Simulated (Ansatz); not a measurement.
# CH₃NOSn: one molecule under many settings

How do the results and run time of CH₃NOSn respond when the settings are drawn wide?

The runs use Ansatz 0.2.0, Gaussian basis; the settings change from run to run.

## 1. The relaxed structure

The structure was relaxed beforehand with PBE0-D4 in a triple-zeta def2 set. Sn takes a core potential in def2 sets; no spin-orbit term is included.

7 atoms, charge 0, spin multiplicity 1.

Atoms are counted from 1 here; the program's logs count them from 0.

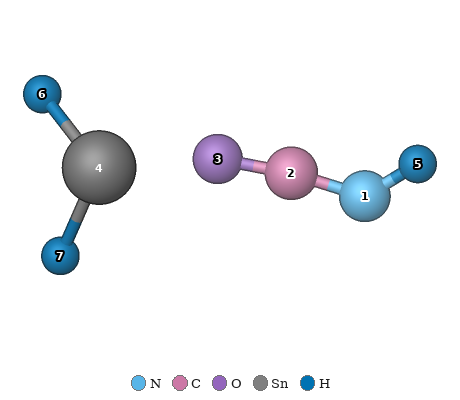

The structure; colours as in the key; atoms are numbered from 1 in the order of the file.

## 2. BHLYP/def2-SVP

Set apart from the defaults: D4 dispersion, high accuracy, the search for lower states set to full.

Input file in.yaml:

```yaml
crystal:
  periodic: [false, false, false]
  atoms:
    - {symbol: N, position_ang: [-0.654906, -2.275669, -0.592578]}
    - {symbol: C, position_ang: [-0.290446, -1.288635, -0.023513]}
    - {symbol: O, position_ang: [0.193888, -0.348724, 0.475284]}
    - {symbol: Sn, position_ang: [0.090132, 2.149433, -0.217953]}
    - {symbol: H, position_ang: [-1.547132, -2.734237, -0.569989]}
    - {symbol: H, position_ang: [0.461480, 2.482300, 1.479835]}
    - {symbol: H, position_ang: [1.808185, 1.947532, -0.596786]}
basis:
  gaussian: {orbitals: def2-SVP}
hamiltonian: {xc: {name: BHLYP}, dispersion: d4}
accuracy: high
scf: {lower_state_search: full}
output: {forces: true}
```

Started as:

```
$ ansatz run in.yaml --threads 2 --pin off --events-out ev --progress --plain --max-ram 4352MiB
```

What it wrote:

```text
Functional definition: BHLYP
  name "BHLYP"
  cite "Becke, J. Chem. Phys. 98, 1372 (1993) doi:10.1063/1.464304"
  cite "Becke, Phys. Rev. A 38, 3098 (1988) doi:10.1103/PhysRevA.38.3098"
  cite "Lee, Yang & Parr, Phys. Rev. B 37, 785 (1988) doi:10.1103/PhysRevB.37.785"
  parameter a = 0.5
  exchange = (1 - a)*b88_x + a*exact_x
  correlation = lyp_c
1934 factors; integrals over basis functions are off by at most 3.5e-9 eV
mean field evaluation 1: about -10441.5671 eV, gradient 4.1e1 eV
mean field evaluation 2: about -10441.9272 eV, gradient 4.1e1 eV
mean field evaluation 4: about -10444.9651 eV, gradient 3.9e0 eV
mean field evaluation 8: about -10445.0127 eV, gradient 8.9e-1 eV
mean field evaluation 16: about -10445.0144 eV, gradient 1.0e-4 eV
mean field -10445.01436871 eV, -383.8471981652 hartree, gradient 7.7e-8 eV, S^2 0.000000; 0 other end points of the search recorded, 0 dependent functions left out
the calculation of the forces begins
reference -10445.01439547 eV, -383.8471991486 hartree; 23, 23 occupied and 60, 60 virtual orbitals, 1934 factors
Total energy: -10445.18137741 eV, -383.8533356217 hartree
Atom 0 at    -0.654906    -2.275669    -0.592578 Å, force     0.004025     0.498832     0.343302 eV/Å
Atom 1 at    -0.290446    -1.288635    -0.023513 Å, force     0.294268     0.083050     0.035093 eV/Å
Atom 2 at     0.193888    -0.348724     0.475284 Å, force    -0.360442    -0.523494    -0.337025 eV/Å
Atom 3 at     0.090132     2.149433    -0.217953 Å, force     0.063606    -0.015586     0.055115 eV/Å
Atom 4 at    -1.547132    -2.734237    -0.569989 Å, force     0.043020    -0.059782    -0.061359 eV/Å
Atom 5 at     0.461480     2.482300     1.479835 Å, force    -0.022920     0.008863    -0.017772 eV/Å
Atom 6 at     1.808185     1.947532    -0.596786 Å, force    -0.021557     0.008117    -0.017354 eV/Å
Dipole moment:    -0.565598    -0.675948    -0.079166 e Å
```

Wall time 4.9 s (2 threads of Arm Neoverse V2, shared host).

Largest force 0.719 eV/Å, dipole 4.25 D.

## 3. RPBE/def2-SVP

in.yaml: that of step 2 with these lines changed.

```diff
@@ -12,5 +12,3 @@
   gaussian: {orbitals: def2-SVP}
-hamiltonian: {xc: {name: BHLYP}, dispersion: d4}
-accuracy: high
-scf: {lower_state_search: full}
+hamiltonian: {xc: {name: RPBE}}
 output: {forces: true}
```

Launched as before.

What it wrote (excerpt; [...] marks lines left out):

```text
Functional definition: RPBE
  name "RPBE"
  cite "Hammer, Hansen & Nørskov, Phys. Rev. B 59, 7413 (1999) doi:10.1103/PhysRevB.59.7413"
  cite "Perdew, Burke & Ernzerhof, Phys. Rev. Lett. 77, 3865 (1996) doi:10.1103/PhysRevLett.77.3865"
[...]
938 factors; their error is unknown
[...]
mean field -10451.57615648 eV, -384.0883394177 hartree, gradient 2.9e-5 eV, S^2 0.000000; 0 other end points of the search recorded, 0 dependent functions left out
[...]
reference -10451.57619262 eV, -384.0883407461 hartree; 23, 23 occupied and 60, 60 virtual orbitals, 938 factors
Total energy: -10451.57619262 eV, -384.0883407461 hartree
Atom 0 at    -0.654906    -2.275669    -0.592578 Å, force    -0.142020    -1.408774    -0.949951 eV/Å
Atom 1 at    -0.290446    -1.288635    -0.023513 Å, force    -0.269660    -0.074519     0.077647 eV/Å
Atom 2 at     0.193888    -0.348724     0.475284 Å, force     0.931648     1.677895     0.930877 eV/Å
Atom 3 at     0.090132     2.149433    -0.217953 Å, force    -0.443819     0.101494    -0.298011 eV/Å
Atom 4 at    -1.547132    -2.734237    -0.569989 Å, force    -0.546848    -0.368461    -0.046309 eV/Å
Atom 5 at     0.461480     2.482300     1.479835 Å, force     0.099816     0.090969     0.351547 eV/Å
Atom 6 at     1.808185     1.947532    -0.596786 Å, force     0.370882    -0.018605    -0.065801 eV/Å
Dipole moment:    -0.519604    -0.670360    -0.074726 e Å
```

Wall time 0.95 s (2 threads of Arm Neoverse V2, shared host).

Largest force 2.133 eV/Å, dipole 4.09 D.

## 4. B3LYP5/def2-SVP

Options: relativity set to none, high accuracy.

in.yaml: that of step 3 with these lines changed.

```diff
@@ -12,3 +12,4 @@
   gaussian: {orbitals: def2-SVP}
-hamiltonian: {xc: {name: RPBE}}
+hamiltonian: {xc: {name: B3LYP5}, pseudopotentials: {relativity: none}}
+accuracy: high
 output: {forces: true}
```

The command is unchanged.

What it wrote (excerpt; [...] marks lines left out):

```text
Functional definition: B3LYP5
  name "B3LYP5"
  cite "Stephens, Devlin, Chabalowski & Frisch, J. Phys. Chem. 98, 11623 (1994) doi:10.1021/j100096a001"
  cite "Becke, Phys. Rev. A 38, 3098 (1988) doi:10.1103/PhysRevA.38.3098"
  cite "Lee, Yang & Parr, Phys. Rev. B 37, 785 (1988) doi:10.1103/PhysRevB.37.785"
  cite "Vosko, Wilk & Nusair, Can. J. Phys. 58, 1200 (1980) doi:10.1139/p80-159"
[...]
1934 factors; integrals over basis functions are off by at most 3.5e-9 eV
[...]
mean field -10447.08007306 eV, -383.9231113999 hartree, gradient 5.4e-8 eV, S^2 0.000000; 0 other end points of the search recorded, 0 dependent functions left out
[...]
reference -10447.08011235 eV, -383.9231128437 hartree; 23, 23 occupied and 60, 60 virtual orbitals, 1934 factors
Total energy: -10447.08011235 eV, -383.9231128437 hartree
Atom 0 at    -0.654906    -2.275669    -0.592578 Å, force    -0.041796    -0.440766    -0.299708 eV/Å
Atom 1 at    -0.290446    -1.288635    -0.023513 Å, force     0.002494    -0.050428     0.029668 eV/Å
Atom 2 at     0.193888    -0.348724     0.475284 Å, force     0.314358     0.678637     0.318808 eV/Å
Atom 3 at     0.090132     2.149433    -0.217953 Å, force    -0.224353     0.018421    -0.134330 eV/Å
Atom 4 at    -1.547132    -2.734237    -0.569989 Å, force    -0.304076    -0.257315    -0.064256 eV/Å
Atom 5 at     0.461480     2.482300     1.479835 Å, force     0.049990     0.056458     0.192130 eV/Å
Atom 6 at     1.808185     1.947532    -0.596786 Å, force     0.203383    -0.005007    -0.042312 eV/Å
Dipole moment:    -0.547657    -0.677063    -0.082584 e Å
```

Run time: 4.7 s. Hardware: 2 threads of Arm Neoverse V2, shared host.

Largest force 0.813 eV/Å, dipole 4.20 D.

## 5. B97M-V/def2-TZVPP

This run has density fitting with def2-universal-jkfit, high accuracy.

in.yaml: that of step 4 with these lines changed.

```diff
@@ -11,4 +11,4 @@
 basis:
-  gaussian: {orbitals: def2-SVP}
-hamiltonian: {xc: {name: B3LYP5}, pseudopotentials: {relativity: none}}
+  gaussian: {orbitals: def2-TZVPP, fitting: {mean_field: def2-universal-jkfit}}
+hamiltonian: {xc: {name: B97M-V}}
 accuracy: high
```

Launched as before.

What it wrote (excerpt; [...] marks lines left out):

```text
Functional definition: B97M-V
  name "B97M-V"
  cite "Mardirossian & Head-Gordon, J. Chem. Phys. 142, 074111 (2015) doi:10.1063/1.4907719"
  cite "Becke, J. Chem. Phys. 107, 8554 (1997) doi:10.1063/1.475007"
  cite "Vydrov & Van Voorhis, J. Chem. Phys. 133, 244103 (2010) doi:10.1063/1.3521275"
  # Of w^i u^j: cxij and so on, Table III.
[...]
  gx(w, u) = cx00 + cx01*u + cx02*u^2 + (cx10 + cx11*u)*w
  gss(w, u) = css00 + css02*u^2 + css10*w + (css32*w^3 + css42*w^4)*u^2
  gos(w, u) = cos00 + cos01*u + cos03*u^3 + cos10*w + cos32*w^3*u^2
[...]
      + integral(e_c_pw_mod_opposite_spin*gos(b97_w_opposite, b97_u_opposite)) + vv10(b, c)
501 factors; integrals over basis functions are off by at most 1.2e0 eV
[...]
mean field -10454.51423538 eV, -384.1963118260 hartree, gradient 5.1e-8 eV, S^2 0.000000; 0 other end points of the search recorded, 0 dependent functions left out
[...]
reference -10454.51424189 eV, -384.1963120653 hartree; 23, 23 occupied and 162, 162 virtual orbitals, 501 factors
Total energy: -10454.51424189 eV, -384.1963120653 hartree
Atom 0 at    -0.654906    -2.275669    -0.592578 Å, force    -0.025225    -0.133867    -0.082109 eV/Å
Atom 1 at    -0.290446    -1.288635    -0.023513 Å, force    -0.240426    -0.053680     0.044981 eV/Å
Atom 2 at     0.193888    -0.348724     0.475284 Å, force     0.064171    -0.002763    -0.027648 eV/Å
Atom 3 at     0.090132     2.149433    -0.217953 Å, force    -0.212743    -0.002800    -0.138312 eV/Å
Atom 4 at    -1.547132    -2.734237    -0.569989 Å, force     0.207805     0.203964     0.067844 eV/Å
Atom 5 at     0.461480     2.482300     1.479835 Å, force     0.029806     0.022249     0.181728 eV/Å
Atom 6 at     1.808185     1.947532    -0.596786 Å, force     0.176612    -0.033103    -0.046484 eV/Å
Dipole moment:    -0.580762    -0.660668    -0.113920 e Å
```

Run time: 40 s. Hardware: 2 threads of Arm Neoverse V2, shared host; peak memory 0.48 GiB.

Largest force 0.299 eV/Å, dipole 4.26 D.

## 6. MP2/x2c-TZVPPall

Set apart from the defaults: atoms shaken by 0.08 Å, a grid of angular degree 23, a point charge of 2.00 e beside it.

Input file in.yaml:

```yaml
crystal:
  periodic: [false, false, false]
  atoms:
    - {symbol: N, position_ang: [-0.714768, -2.300749, -0.671851]}
    - {symbol: C, position_ang: [-0.297233, -1.201549, -0.005614]}
    - {symbol: O, position_ang: [0.394313, -0.219264, 0.473322]}
    - {symbol: Sn, position_ang: [0.181576, 2.233004, -0.232299]}
    - {symbol: H, position_ang: [-1.505953, -2.796559, -0.496211]}
    - {symbol: H, position_ang: [0.448757, 2.407222, 1.492891]}
    - {symbol: H, position_ang: [1.922074, 1.953326, -0.761876]}
basis:
  gaussian: {orbitals: x2c-TZVPPall, final_grid: {core_spheres: 8, valence_spheres: 7, degree: 23}, point_charges: [{charge: 2.00, position_ang: [6.885, 0.559, -0.766]}]}
hamiltonian: {xc: {name: HF}}
correlation: {method: mp2}
output: {forces: true}
```

Launched as before.

What it wrote (excerpt; [...] marks lines left out):

```text
Functional definition: HF
  name "HF"
  cite "Fock, Z. Phys. 61, 126 (1930) doi:10.1007/BF01340294"
  parent pbe
[...]
1402 factors; integrals over basis functions are off by at most 1.5e-3 eV
[...]
mean field -172599.17845653 eV, -6342.9028163523 hartree, gradient 2.3e-6 eV, S^2 0.000000; 0 other end points of the search recorded, 0 dependent functions left out
21 core orbitals not correlated: weight in the atoms' cores, before any rotation towards them, 1.000 or more for the frozen orbitals, at most 0.000 for the correlated occupied ones
reference -172599.17845653 eV, -6342.9028163523 hartree; 16, 16 occupied and 158, 158 virtual orbitals, 1402 factors
second order -25.79042537 eV of doubles, -0.00000000 eV of singles
[...]
Total energy: -172624.96888190 eV, -6343.8505970034 hartree
Relativity: scalar
Atom 0 at    -0.714768    -2.300749    -0.671851 Å, force     5.956935     8.723601     3.185841 eV/Å
Atom 1 at    -0.297233    -1.201549    -0.005614 Å, force     1.023517    -1.623797    -1.266303 eV/Å
Atom 2 at     0.394313    -0.219264     0.473322 Å, force    -3.965298    -5.638972    -2.855419 eV/Å
Atom 3 at     0.181576     2.233004    -0.232299 Å, force     0.102471    -0.098000    -0.230732 eV/Å
Atom 4 at    -1.505953    -2.796559    -0.496211 Å, force    -3.050689    -1.532811     0.905583 eV/Å
Atom 5 at     0.448757     2.407222     1.492891 Å, force     0.354803     0.013317    -0.208956 eV/Å
Atom 6 at     1.922074     1.953326    -0.761876 Å, force    -0.206749     0.075435     0.453901 eV/Å
Dipole moment:    -1.008026    -0.679385     0.032468 e Å
```

Run time: 13 s. Hardware: 2 threads of Arm Neoverse V2, shared host; peak memory 0.6 GiB.

Largest force 11.033 eV/Å, dipole 5.84 D.

## 7. wB97/def2-TZVPP

This run has atoms shaken by 0.03 Å.

Input file in.yaml:

```yaml
crystal:
  periodic: [false, false, false]
  atoms:
    - {symbol: N, position_ang: [-0.631294, -2.198057, -0.573319]}
    - {symbol: C, position_ang: [-0.274716, -1.291471, 0.008615]}
    - {symbol: O, position_ang: [0.255318, -0.318662, 0.467829]}
    - {symbol: Sn, position_ang: [0.061064, 2.175938, -0.179147]}
    - {symbol: H, position_ang: [-1.548121, -2.729716, -0.597283]}
    - {symbol: H, position_ang: [0.504734, 2.479607, 1.427477]}
    - {symbol: H, position_ang: [1.805725, 1.971565, -0.578023]}
basis:
  gaussian: {orbitals: def2-TZVPP}
hamiltonian: {xc: {name: wB97}}
output: {forces: true}
```

Launched as before.

What it wrote (excerpt; [...] marks lines left out):

```text
Functional definition: wB97
  name "wB97"
  cite "Chai & Head-Gordon, J. Chem. Phys. 128, 084106 (2008) doi:10.1063/1.2834918"
  cite "Becke, J. Chem. Phys. 107, 8554 (1997) doi:10.1063/1.475007"
[...]
  # The coefficients of nought are those of the uniform gas.
[...]
      + integral(e_c_pw_opposite_spin*poly(b97_u_opposite, 1, cos1, cos2, cos3, cos4))
1051 factors; their error is unknown
327 factors; integrals over basis functions are off by at most 2.5e-5 eV
[...]
mean field -10454.98772249 eV, -384.2137121563 hartree, gradient 4.1e-5 eV, S^2 0.000000; 0 other end points of the search recorded, 0 dependent functions left out
[...]
reference -10454.98771007 eV, -384.2137116997 hartree; 23, 23 occupied and 162, 162 virtual orbitals, 1051 factors
Total energy: -10454.98771007 eV, -384.2137116997 hartree
Atom 0 at    -0.631294    -2.198057    -0.573319 Å, force    -4.810665    -6.947943    -3.174438 eV/Å
Atom 1 at    -0.274716    -1.291471     0.008615 Å, force     3.568901     7.377181     3.414007 eV/Å
Atom 2 at     0.255318    -0.318662     0.467829 Å, force    -0.958146    -1.424563    -0.206780 eV/Å
Atom 3 at     0.061064     2.175938    -0.179147 Å, force     0.407427    -0.309180    -0.799437 eV/Å
Atom 4 at    -1.548121    -2.729716    -0.597283 Å, force     2.174299     1.076987    -0.031597 eV/Å
Atom 5 at     0.504734     2.479607     1.427477 Å, force     0.083285     0.160898     0.844149 eV/Å
Atom 6 at     1.805725     1.971565    -0.578023 Å, force    -0.465101     0.066620    -0.045904 eV/Å
Dipole moment:    -0.653577    -0.822587    -0.092010 e Å
```

It took 6.5 s on 2 threads of Arm Neoverse V2, shared host.

Largest force 9.027 eV/Å, dipole 5.07 D.

## 8. B2PLYP/x2c-TZVPPall

Set apart from the defaults: a point charge of 2.00 e beside it, high accuracy.

Input file in.yaml:

```yaml
crystal:
  periodic: [false, false, false]
  atoms:
    - {symbol: N, position_ang: [-0.654906, -2.275669, -0.592578]}
    - {symbol: C, position_ang: [-0.290446, -1.288635, -0.023513]}
    - {symbol: O, position_ang: [0.193888, -0.348724, 0.475284]}
    - {symbol: Sn, position_ang: [0.090132, 2.149433, -0.217953]}
    - {symbol: H, position_ang: [-1.547132, -2.734237, -0.569989]}
    - {symbol: H, position_ang: [0.461480, 2.482300, 1.479835]}
    - {symbol: H, position_ang: [1.808185, 1.947532, -0.596786]}
basis:
  gaussian: {orbitals: x2c-TZVPPall, point_charges: [{charge: 2.00, position_ang: [5.355, -0.964, -0.157]}]}
hamiltonian: {xc: {name: B2PLYP}}
accuracy: high
```

Launched as before.

What it wrote (excerpt; [...] marks lines left out):

```text
Functional definition: B2PLYP
  name "B2PLYP"
  cite "Grimme, J. Chem. Phys. 124, 034108 (2006) doi:10.1063/1.2148954"
  cite "Becke, Phys. Rev. A 38, 3098 (1988) doi:10.1103/PhysRevA.38.3098"
  cite "Lee, Yang & Parr, Phys. Rev. B 37, 785 (1988) doi:10.1103/PhysRevB.37.785"
[...]
3374 factors; integrals over basis functions are off by at most 4.2e-8 eV
[...]
mean field -172674.32025645 eV, -6345.6642265666 hartree, gradient 9.3e-8 eV, S^2 0.000000; 0 other end points of the search recorded, 0 dependent functions left out
21 core orbitals not correlated: weight in the atoms' cores, before any rotation towards them, 1.000 or more for the frozen orbitals, at most 0.000 for the correlated occupied ones
reference -172674.32028257 eV, -6345.6642275263 hartree; 16, 16 occupied and 158, 158 virtual orbitals, 3374 factors
second order -30.34498474 eV of doubles, -0.00000000 eV of singles
Total energy: -172682.51342845 eV, -6345.9653200839 hartree
Relativity: scalar
```

Wall time 21 s (2 threads of Arm Neoverse V2, shared host); peak memory 1 GiB.

## 9. B3LYP5/def2-mTZVP

Set apart from the defaults: multiplicity 3, density fitting with def2-universal-jkfit, a point charge of -1.00 e beside it.

in.yaml: that of step 8 with these lines changed.

```diff
@@ -11,4 +11,5 @@
 basis:
-  gaussian: {orbitals: x2c-TZVPPall, point_charges: [{charge: 2.00, position_ang: [5.355, -0.964, -0.157]}]}
-hamiltonian: {xc: {name: B2PLYP}}
-accuracy: high
+  gaussian: {orbitals: def2-mTZVP, fitting: {mean_field: def2-universal-jkfit}, point_charges: [{charge: -1.00, position_ang: [5.915, -0.590, -0.681]}]}
+magnetization: {spin_polarized: true, initial_magnetization: 2}
+hamiltonian: {xc: {name: B3LYP5}}
+output: {forces: true}
```

The command is unchanged.

What it wrote (excerpt; [...] marks lines left out):

```text
Functional definition: B3LYP5
  name "B3LYP5"
  cite "Stephens, Devlin, Chabalowski & Frisch, J. Phys. Chem. 98, 11623 (1994) doi:10.1021/j100096a001"
  cite "Becke, Phys. Rev. A 38, 3098 (1988) doi:10.1103/PhysRevA.38.3098"
  cite "Lee, Yang & Parr, Phys. Rev. B 37, 785 (1988) doi:10.1103/PhysRevB.37.785"
  cite "Vosko, Wilk & Nusair, Can. J. Phys. 58, 1200 (1980) doi:10.1139/p80-159"
[...]
501 factors; integrals over basis functions are off by at most 8.7e-1 eV
[...]
mean field -10449.90788343 eV, -384.0270315139 hartree, gradient 1.6e-5 eV, S^2 2.002997; 0 other end points of the search recorded, 0 dependent functions left out
[...]
reference -10449.90815019 eV, -384.0270413173 hartree; 24, 22 occupied and 83, 85 virtual orbitals, 501 factors
Total energy: -10449.90815019 eV, -384.0270413173 hartree
Atom 0 at    -0.654906    -2.275669    -0.592578 Å, force    -0.367889    -0.655703    -0.563115 eV/Å
Atom 1 at    -0.290446    -1.288635    -0.023513 Å, force     0.389936     0.039861     0.443138 eV/Å
Atom 2 at     0.193888    -0.348724     0.475284 Å, force     0.138071    -0.470570     0.455213 eV/Å
Atom 3 at     0.090132     2.149433    -0.217953 Å, force     1.180573     1.294758     0.353961 eV/Å
Atom 4 at    -1.547132    -2.734237    -0.569989 Å, force    -0.071068    -0.028489    -0.002949 eV/Å
Atom 5 at     0.461480     2.482300     1.479835 Å, force    -0.835423    -0.001094     0.021915 eV/Å
Atom 6 at     1.808185     1.947532    -0.596786 Å, force    -0.430691    -0.165202    -0.704842 eV/Å
Dipole moment:    -0.380377    -0.680043    -0.093624 e Å
```

Wall time 2.5 s (2 threads of Arm Neoverse V2, shared host).

Largest force 1.788 eV/Å, dipole 3.77 D, ⟨S²⟩ 2.003.

## 10. PBEsol/def2-SVP

This run has charge +1, multiplicity 2, finite nuclei.

in.yaml: that of step 9 with these lines changed.

```diff
@@ -11,5 +11,5 @@
 basis:
-  gaussian: {orbitals: def2-mTZVP, fitting: {mean_field: def2-universal-jkfit}, point_charges: [{charge: -1.00, position_ang: [5.915, -0.590, -0.681]}]}
-magnetization: {spin_polarized: true, initial_magnetization: 2}
-hamiltonian: {xc: {name: B3LYP5}}
-output: {forces: true}
+  gaussian: {orbitals: def2-SVP, nuclear_model: gaussian}
+total_charge: 1
+magnetization: {spin_polarized: true, initial_magnetization: 1}
+hamiltonian: {xc: {name: PBEsol}}
```

Launched as before.

What it wrote:

```text
Functional definition: PBEsol
  name "PBEsol"
  cite "Perdew et al., Phys. Rev. Lett. 100, 136406 (2008) doi:10.1103/PhysRevLett.100.136406"
  cite "Perdew, Burke & Ernzerhof, Phys. Rev. Lett. 77, 3865 (1996) doi:10.1103/PhysRevLett.77.3865"
  parent pbesol
  exchange = pbesol_x
  correlation = pbesol_c
938 factors; their error is unknown
mean field evaluation 1: about -10381.8948 eV, gradient 6.6e1 eV
mean field evaluation 2: about -9926.6177 eV, gradient 2.2e2 eV
mean field evaluation 4: about -10404.8025 eV, gradient 3.2e1 eV
mean field evaluation 8: about -10413.1438 eV, gradient 5.5e-1 eV
mean field evaluation 16: about -10413.1188 eV, gradient 1.5e-3 eV
mean field evaluation 32: about -10411.4030 eV, gradient 2.1e0 eV
mean field -10413.11877828 eV, -382.6750568365 hartree, gradient 2.2e-5 eV, S^2 0.752242; 3 other end points of the search recorded, 0 dependent functions left out
reference -10413.11881758 eV, -382.6750582805 hartree; 23, 22 occupied and 60, 61 virtual orbitals, 938 factors
Total energy: -10413.11881758 eV, -382.6750582805 hartree
```

Wall time 2 s (2 threads of Arm Neoverse V2, shared host).

⟨S²⟩ 0.752.

## 11. The runs in one table

| level | charge | multiplicity | geometry | functions | energy (eV) | time |
| --- | --- | --- | --- | --- | --- | --- |
| BHLYP/def2-SVP | 0 | 1 | relaxed | 83 | -10445.181 | 4.9 s |
| RPBE/def2-SVP | 0 | 1 | relaxed | 83 | -10451.576 | 0.95 s |
| B3LYP5/def2-SVP | 0 | 1 | relaxed | 83 | -10447.080 | 4.7 s |
| B97M-V/def2-TZVPP | 0 | 1 | relaxed | 185 | -10454.514 | 40 s |
| MP2/x2c-TZVPPall | 0 | 1 | shaken, point charge | 195 | -172624.969 | 13 s |
| wB97/def2-TZVPP | 0 | 1 | shaken | 185 | -10454.988 | 6.5 s |
| B2PLYP/x2c-TZVPPall | 0 | 1 | relaxed, point charge | 195 | -172682.513 | 21 s |
| B3LYP5/def2-mTZVP | 0 | 3 | relaxed, point charge | 107 | -10449.908 | 2.5 s |
| PBEsol/def2-SVP | 1 | 2 | relaxed | 83 | -10413.119 | 2 s |

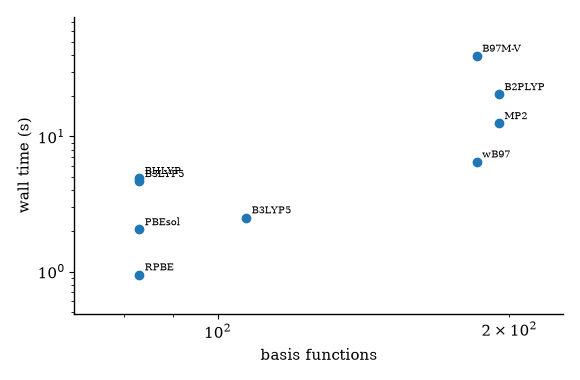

Wall time against the number of basis functions (shared host).

## 12. Results

| quantity | value |
| --- | --- |
| runs | 9 |
| quickest | RPBE/def2-SVP, 0.95 s |
| slowest | B97M-V/def2-TZVPP, 40 s |
| spread of total energies, same state and geometry | 9.3 eV |
| dipole, same state and geometry | 4.09 to 4.26 D |

**Reading.** B97M-V/def2-TZVPP took 42 times as long as RPBE/def2-SVP. The jobs differ in tasks and options as well as level. The totals spread over 9 eV; they can't be compared across methods or bases. At the PBE0-D4/def2-TZVP geometry and in the same state, runs without warnings or point charges leave forces up to 2.13 eV/Å (RPBE/def2-SVP), against 9.0 eV/Å where the atoms were moved. At that geometry and state the dipole changes by 4 % between the lowest and highest value.
